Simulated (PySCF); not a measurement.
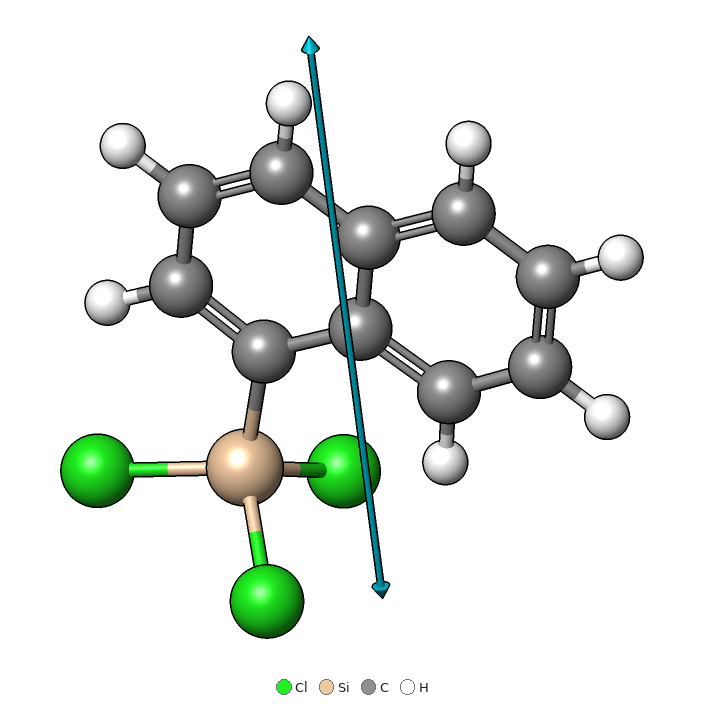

The double arrow shows the direction of the transition dipole to excited singlet state 7 (its length means nothing). The computed structure is the end point of a PBE0-D3(BJ)/def2-SVP optimisation. No frequency run is at hand to confirm it as a minimum. Method: TDDFT B3LYP/def2-SVPD, vertical, gas phase, core orbitals frozen in the response (PySCF 2.14.0).

> Give its energy, strength and character.

5.88 eV (211 nm), oscillator strength 0.073, mainly HOMO−2 → LUMO (weight 0.50); transition dipole 1.80 D.
